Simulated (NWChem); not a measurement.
**CCSD(T)/STO-3G run of C3H5B (SMILES BC1C=C1)**

Aim: the energy difference between two shapes of C3H5B at CCSD(T)/STO-3G, from 2 runs. 

The results are computed with NWChem 7.3.0.

2 further runs of the same task are left out: 2 set aside as unsound or not needed.

### 1 Starting point

C3H5B: 9 atoms, total charge 0, spin state singlet. SMILES: `BC1C=C1`. The shape is that of a GFN2-xTB optimisation.

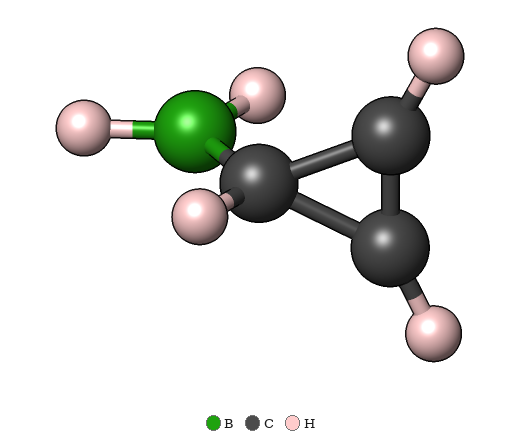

The structure, seen from a chosen angle (boron green, carbon dark grey, hydrogen pink).

### 2 The energy at CCSD(T)/STO-3G

m1.nw

```
start m1
title "C3H5B energy"
memory stack 880 mb heap 220 mb global 1100 mb

geometry units angstroms noautosym nocenter noautoz
B       -0.530390       1.176660      -0.655140
C        0.470150       0.114350      -0.195300
C        0.017640      -1.327330       0.094460
C        0.272870      -0.627910       1.139530
H       -0.181530       2.065830      -1.331080
H       -1.651510       1.095770      -0.326530
H        1.513280       0.198290      -0.507530
H       -0.273060      -2.217230      -0.403650
H        0.362540      -0.478440       2.185240
end

basis "ao basis"
B library STO-3G
C library STO-3G
H library STO-3G
end

scf
maxiter 60
direct
print low
end

ccsd
freeze core 4
maxiter 50
end

task ccsd(t) energy
```

Started as:

```sh
$ nwchem m1.nw > m1.out
```

What it wrote:

```text
[...]
  functions       =    25
[...]
  wavefunction    = RHF
[...]
         Total SCF energy =   -139.345879903463
      One-electron energy =   -374.767074534269
      Two-electron energy =    140.947718559980
 Nuclear repulsion energy =     94.473476070826
        Time for solution =      0.7s
[...]
 Total MP2 energy:           -139.558618770293549
[...]
             energy      energy      error      ampl     ampl      Block
                                                time     time      time
[...]
 Total CCSD energy:           -139.609465768883723
[...]
 Total CCSD+T(CCSD) energy:           -139.612575522969365
[...]
 Total CCSD(T) energy:                -139.612488734322852
[...]
```

It took 3.6 s on 1 thread of Intel Xeon Platinum 8559C (Emerald Rapids), shared host; peak memory 0.1 GiB.

### 3 The distorted shape at the same level

c3h5b.nw

```
start c3h5b
title "C3H5B ccsd(t)"
memory stack 880 mb heap 220 mb global 1100 mb
geometry units angstrom noautosym nocenter
zmatrix
  B
  C 1 r2
  C 2 r3 1 a3
  C 3 r4 2 a4 1 d4
  H 1 r5 2 a5 3 d5
  H 1 r6 5 a6 2 d6
  H 2 r7 3 a7 4 d7
  H 3 r8 4 a8 2 d8
  H 4 r9 3 a9 8 d9
variables
  r2 1.596252
  r3 1.414333
  a3 122.17799
  r4 1.283718
  a4 67.69646
  d4 -103.48829
  r5 1.101526
  a5 127.2427
  d5 -145.17465
  r6 1.248714
  a6 119.49949
  d6 -176.05903
  r7 1.111034
  a7 112.51397
  d7 117.67967
  r8 1.089969
  a8 151.71665
  d8 -170.26881
  r9 1.007542
  a9 151.16288
  d9 43.4423
end
end
basis cartesian
* library STO-3G
end
scf
maxiter 60
direct
end
ccsd
freeze core 4
maxiter 50
end
task ccsd(t) energy
```

Started as:

```sh
$ nwchem c3h5b.nw > c3h5b.out
```

What it wrote:

```text
[...]
  functions       =    25
[...]
  wavefunction    = RHF
[...]
         Total SCF energy =   -139.313936480019
      One-electron energy =   -376.917547849911
      Two-electron energy =    141.959824693140
 Nuclear repulsion energy =     95.643786676751
        Time for solution =      0.9s
[...]
 Total MP2 energy:           -139.522772474573088
[...]
             energy      energy      error      ampl     ampl      Block
                                                time     time      time
[...]
 Total CCSD energy:           -139.574019545313575
[...]
 Total CCSD+T(CCSD) energy:           -139.577071482043777
[...]
 Total CCSD(T) energy:                -139.576976337974543
[...]
```

Run time: 3.9 s. Hardware: 1 thread of Intel Xeon Platinum 8559C (Emerald Rapids), shared host; peak memory 0.1 GiB.

### 4 Outcome

At CCSD(T)/STO-3G, 4 core orbitals frozen:

```
                                                    quantity          value
                                   first shape: total energy  -139.61249 Eh
    first shape: correlation energy (4 core orbitals frozen)     -266.6 mEh
                                 first shape: (T) correction      -3.02 mEh
                               distorted shape: total energy  -139.57698 Eh
        distorted shape: HOMO energy (Hartree–Fock orbitals)       -7.78 eV
        distorted shape: LUMO energy (Hartree–Fock orbitals)        6.84 eV
      distorted shape: HOMO–LUMO gap (Hartree–Fock orbitals)       14.61 eV
distorted shape: correlation energy (4 core orbitals frozen)     -263.0 mEh
                             distorted shape: (T) correction      -2.96 mEh
                      energy change with the atoms displaced       0.966 eV
```

With the atoms displaced the energy rises by 0.97 eV (93.2 kJ/mol). The first shape isn't relaxed at this level, so the change isn't measured from a minimum. The minimal basis adds a large error of its own. The triples (first shape) make up 1.1 % of the correlation energy. The triples (distorted shape) make up 1.1 % of the correlation energy.
